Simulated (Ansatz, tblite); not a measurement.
# The cluster As₃−: one state, many levels, part 2 of 2

How do method and basis change the picture of the cluster As₃− (singlet)?

Ansatz 0.2.0, Gaussian basis; as each input shows. The steps go on from the part before.

## Step 11: PBE-D4/def2-SVPD

File in.yaml:

```yaml
crystal:
  periodic: [false, false, false]
  atoms:
    - {symbol: As, position_ang: [1.443182, 0.252367, 0.274592]}
    - {symbol: As, position_ang: [-0.868987, 0.440482, -1.128097]}
    - {symbol: As, position_ang: [-0.574196, -0.692850, 0.853505]}
basis:
  gaussian: {orbitals: def2-SVPD, initial_orbitals: start.molden}
total_charge: -1
hamiltonian: {xc: pbe, dispersion: d4}
scf: {omitted_lower_state_checks: [starts]}
output: {orbitals: {seedname: orbitals}}
```

Launch:

```console
$ ansatz run in.yaml --threads 4 --pin off --events-out ev --progress --plain --max-ram 3916MiB
```

Log:

```text
Functional definition: PBE
  name "PBE"
  cite "Perdew, Burke & Ernzerhof, Phys. Rev. Lett. 77, 3865 (1996) doi:10.1103/PhysRevLett.77.3865"
  parent pbe
  parameter kappa = 0.804
  parameter beta = 0.06672455060314922
  exchange = pbe_x(kappa = kappa, mu = beta*pi^2/3)
  correlation = pbe_c(beta = beta)
these checks for a lower state are left out or cut short: starts
1200 factors; their error is unknown
mean field evaluation 1: about -182476.0880 eV, gradient 1.2e1 eV
mean field evaluation 2: about -182476.2647 eV, gradient 2.0e-1 eV
mean field evaluation 4: about -182476.2254 eV, gradient 3.4e-2 eV
mean field -182476.22536683 eV, -6705.8775954029 hartree, gradient 7.8e-6 eV, S^2 0.000000; 0 other end points of the search recorded, 0 dependent functions left out
reference -182476.22539896 eV, -6705.8775965839 hartree; 50, 50 occupied and 64, 64 virtual orbitals, 1200 factors
Total energy: -182476.37352938 eV, -6705.8830402764 hartree
Checks for a lower state left out: starts
```

It took 0.75 s on 4 threads of Arm Neoverse V2, shared host.

From the report: HOMO 1.23 eV, LUMO 1.64 eV. Doubts: highest occupied level lies above zero.

## Step 12: PBE0-D4/def2-SVPD

in.yaml, as its differences from that of step 11:

```diff
@@ -9,3 +9,3 @@
 total_charge: -1
-hamiltonian: {xc: pbe, dispersion: d4}
+hamiltonian: {xc: pbe0, dispersion: d4}
 scf: {omitted_lower_state_checks: [starts]}
```

Same command.

Log, shortened:

```text
Functional definition: PBE0
  name "PBE0"
  cite "Adamo & Barone, J. Chem. Phys. 110, 6158 (1999) doi:10.1063/1.478522"
  cite "Perdew, Burke & Ernzerhof, Phys. Rev. Lett. 77, 3865 (1996) doi:10.1103/PhysRevLett.77.3865"
  parent pbe
[...]
1080 factors; integrals over basis functions are off by at most 5.3e-4 eV
[...]
mean field -182481.07238843 eV, -6706.0557201615 hartree, gradient 2.5e-5 eV, S^2 0.000000; 0 other end points of the search recorded, 0 dependent functions left out
reference -182481.07241209 eV, -6706.0557210310 hartree; 50, 50 occupied and 64, 64 virtual orbitals, 1080 factors
Total energy: -182481.19699933 eV, -6706.0602995275 hartree
Checks for a lower state left out: starts
```

Wall time 1.4 s (4 threads of Arm Neoverse V2, shared host).

Report: HOMO 0.44 eV, LUMO 2.16 eV. Doubts: highest occupied level lies above zero.

## Step 13: HF/STO-3G

in.yaml, as its differences from that of step 12:

```diff
@@ -7,5 +7,5 @@
 basis:
-  gaussian: {orbitals: def2-SVPD, initial_orbitals: start.molden}
+  gaussian: {orbitals: STO-3G}
 total_charge: -1
-hamiltonian: {xc: pbe0, dispersion: d4}
+hamiltonian: {xc: hf}
 scf: {omitted_lower_state_checks: [starts]}
```

The command is unchanged.

Log:

```text
Functional definition: HF
  name "HF"
  cite "Fock, Z. Phys. 61, 126 (1930) doi:10.1007/BF01340294"
  parent pbe
  exchange = exact_x
  correlation = 0
these checks for a lower state are left out or cut short: starts
528 factors; integrals over basis functions are off by at most 1.6e-5 eV
mean field evaluation 1: about -180347.8459 eV, gradient 1.3e1 eV
mean field evaluation 2: about -180347.8673 eV, gradient 1.3e1 eV
mean field evaluation 4: about -180348.6641 eV, gradient 8.8e-1 eV
mean field evaluation 8: about -180348.6758 eV, gradient 4.1e-3 eV
mean field -180348.67581130 eV, -6627.6915913421 hartree, gradient 1.4e-5 eV, S^2 0.000000; 0 other end points of the search recorded, 0 dependent functions left out
reference -180348.67581130 eV, -6627.6915913421 hartree; 50, 50 occupied and 4, 4 virtual orbitals, 528 factors
Total energy: -180348.67581130 eV, -6627.6915913421 hartree
Checks for a lower state left out: starts
```

Run time: 0.2 s. Hardware: 4 threads of Arm Neoverse V2, shared host.

HOMO 3.59 eV, LUMO 9.92 eV. Doubts: highest occupied level lies above zero.

## Step 14: CCSD(T)/def2-TZVPPD

in.yaml, as its differences from that of step 13:

```diff
@@ -7,5 +7,5 @@
 basis:
-  gaussian: {orbitals: STO-3G}
+  gaussian: {orbitals: "def2-TZVPPD.json", initial_orbitals: start.molden}
 total_charge: -1
-hamiltonian: {xc: hf}
+correlation: {method: ccsd_t}
 scf: {omitted_lower_state_checks: [starts]}
```

The command is unchanged.

Log, shortened:

```text
Functional definition: HF
  name "HF"
  cite "Fock, Z. Phys. 61, 126 (1930) doi:10.1007/BF01340294"
  parent pbe
[...]
1028 factors; integrals over basis functions are off by at most 1.2e-3 eV
[...]
mean field -182387.82316648 eV, -6702.6288744613 hartree, gradient 1.5e-6 eV, S^2 0.000000; 2 other end points of the search recorded, 0 dependent functions left out; unrestricted orbitals would lower it
determinant -182387.82316648 eV, -6702.6288744613 hartree, with singles and doubles -182409.19769770 eV, -6703.4143739956 hartree
determinant -182385.68377604 eV, -6702.5502533130 hartree, with singles and doubles -182407.51924825 eV, -6703.3526921160 hartree
determinant -182384.57409105 eV, -6702.5094731416 hartree, with singles and doubles -182405.60042379 eV, -6703.2821766178 hartree
27 core orbitals not correlated: weight in the atoms' cores, before any rotation towards them, 1.000 or more for the frozen orbitals, at most 0.000 for the correlated occupied ones
reference -182387.82316648 eV, -6702.6288744613 hartree; 23, 23 occupied and 112, 112 virtual orbitals, 1028 factors
second order -21.91357359 eV of doubles, -0.00000000 eV of singles
cycle   1  -21.37699140 eV  change   -2.5e-3 eV  update   2.0e-3
[...]
cycle   6  -21.37668283 eV  change    2.1e-5 eV  update   1.9e-5
perturbative correction -1.28101020 eV, -0.0470762564 hartree
Total energy: -182410.48085950 eV, -6703.4615293218 hartree
Checks for a lower state left out: starts
```

Wall time 33 s (4 threads of Arm Neoverse V2, shared host); peak memory 1.3 GiB.

Hartree-Fock HOMO -1.29 eV, LUMO 4.44 eV; T1 0.019. Doubts: restricted state is unstable towards broken spin symmetry.

## Step 15: MP2/def2-TZVPD

in.yaml, as its differences from that of step 14:

```diff
@@ -7,5 +7,5 @@
 basis:
-  gaussian: {orbitals: "def2-TZVPPD.json", initial_orbitals: start.molden}
+  gaussian: {orbitals: def2-TZVPD, initial_orbitals: start.molden}
 total_charge: -1
-correlation: {method: ccsd_t}
+correlation: {method: mp2}
 scf: {omitted_lower_state_checks: [starts]}
```

The command is unchanged.

Log, shortened:

```text
Functional definition: HF
  name "HF"
  cite "Fock, Z. Phys. 61, 126 (1930) doi:10.1007/BF01340294"
  parent pbe
[...]
1028 factors; integrals over basis functions are off by at most 1.2e-3 eV
[...]
mean field -182387.82316648 eV, -6702.6288744613 hartree, gradient 1.5e-6 eV, S^2 0.000000; 0 other end points of the search recorded, 0 dependent functions left out; unrestricted orbitals would lower it
[...]
27 core orbitals not correlated: weight in the atoms' cores, before any rotation towards them, 1.000 or more for the frozen orbitals, at most 0.000 for the correlated occupied ones
reference -182387.82316648 eV, -6702.6288744613 hartree; 23, 23 occupied and 112, 112 virtual orbitals, 1028 factors
second order -21.91357359 eV of doubles, -0.00000000 eV of singles
Total energy: -182409.73674006 eV, -6703.4341834370 hartree
Checks for a lower state left out: starts
```

Wall time 3.2 s (4 threads of Arm Neoverse V2, shared host).

From the report: Hartree-Fock HOMO -1.29 eV, LUMO 4.44 eV. Doubts: restricted state is unstable towards broken spin symmetry.

## Step 16: RPA/def2-TZVPD

in.yaml, as its differences from that of step 15:

```diff
@@ -9,4 +9,4 @@
 total_charge: -1
-correlation: {method: mp2}
+hamiltonian: {xc: pbe}
+correlation: {method: rpa}
 scf: {omitted_lower_state_checks: [starts]}
-output: {orbitals: {seedname: orbitals}}
```

Same command.

Log, shortened:

```text
Functional definition: PBE
  name "PBE"
  cite "Perdew, Burke & Ernzerhof, Phys. Rev. Lett. 77, 3865 (1996) doi:10.1103/PhysRevLett.77.3865"
  parent pbe
[...]
1028 factors; integrals over basis functions are off by at most 1.2e-3 eV
[...]
mean field -182498.84085963 eV, -6706.7086994340 hartree, gradient 4.2e-6 eV, S^2 0.000000; 0 other end points of the search recorded, 0 dependent functions left out; unrestricted orbitals would lower it
[...]
unrestricted determinant -182388.67838375 eV, -6702.6603031162 hartree, S^2 1.3198
27 core orbitals not correlated: weight in the atoms' cores, before any rotation towards them, 1.000 or more for the frozen orbitals, at most 0.000 for the correlated occupied ones
reference -182386.14674897 eV, -6702.5672672543 hartree; 23, 23 occupied and 112, 112 virtual orbitals, 1028 factors
Total energy: -182417.86369573 eV, -6703.7328435492 hartree
Checks for a lower state left out: starts
```

Wall time 6 s (4 threads of Arm Neoverse V2, shared host); peak memory 0.57 GiB.

 Doubts: restricted state is unstable towards broken spin symmetry.

## Step 17: Comparison

| level | functions | HOMO (eV) | LUMO (eV) | gap (eV) | time |
| --- | --- | --- | --- | --- | --- |
| HF/STO-3G | 54 | 3.59 | 9.92 | 6.33 | 0.2 s |
| PBE-D4/def2-SVPD | 114 | 1.23 | 1.64 | 0.41 | 0.75 s |
| PBE-D4/def2-TZVPD | 162 | 1.04 | 1.45 | 0.42 | 1.2 s |
| revPBE-D4/def2-TZVPD | 162 | 1.08 | 1.52 | 0.43 | 1.2 s |
| r2SCAN-D4/def2-TZVPD | 162 | 0.88 | 1.40 | 0.52 | 3 s |
| r2SCANh-D4/def2-TZVPD | 162 | 0.59 | 1.61 | 1.02 | 3.7 s |
| PBE0-D4/def2-SVPD | 114 | 0.44 | 2.16 | 1.72 | 1.4 s |
| PBE0-D4/def2-TZVPD | 162 | 0.27 | 1.98 | 1.72 | 3.5 s |
| r2SCAN0-D4/def2-TZVPD | 162 | 0.16 | 1.94 | 1.78 | 3.9 s |
| ωB97M-V/def2-TZVPD | 162 | -1.47 | 3.67 | 5.14 | 7.5 s |

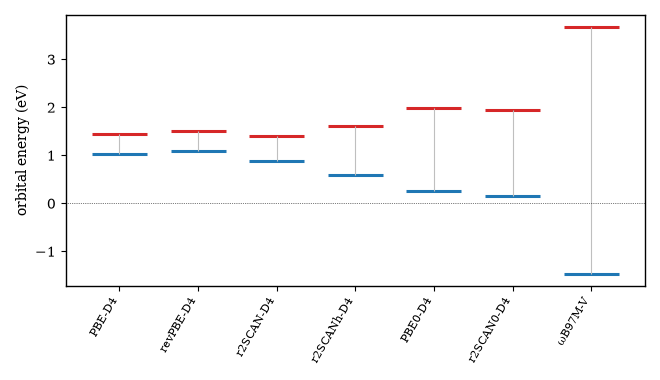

Highest filled (blue) and lowest empty (red) level in def2-TZVPD.

The pieces so far (eV):

| basis | HF | MP2 correlation | CCSD correlation | (T) | total |
| --- | --- | --- | --- | --- | --- |
| def2-TZVPPD | -182387.8232 | -21.9136 | -21.3767 | -1.2810 | -182410.4809 |
| def2-TZVPD | -182387.8232 | -21.9136 |  |  | -182409.7367 (MP2) |

## Step 18: What came out

This closing draws on all 2 parts.

| quantity | value |
| --- | --- |
| gap in def2-TZVPD, named functionals, smallest and largest | 0.42 eV (PBE-D4), 5.14 eV (ωB97M-V) |
| correlation energy, CCSD(T)/def2-TZVPPD | -22.66 eV |
| correlation energy, MP2/def2-TZVPD | -21.91 eV |
| PBE0 total energy, smallest basis above largest | 22.60 eV (def2-SVPD, def2-TZVPD) |

What this shows: Over the named functionals in def2-TZVPD the gap runs from 0.42 eV (PBE-D4) to 5.14 eV (ωB97M-V); exact exchange widens it. PBE-D4, revPBE-D4, r2SCAN-D4, r2SCANh-D4, PBE0-D4, r2SCAN0-D4 put the HOMO above zero; others here keep it below zero, so the sign hangs on the functional's self-interaction and doesn't show that the species is unbound.

The slowest run with a step of its own, CCSD(T)/def2-TZVPPD, took 33 s; the quickest functional in def2-TZVPD took 1.2 s (shared host).
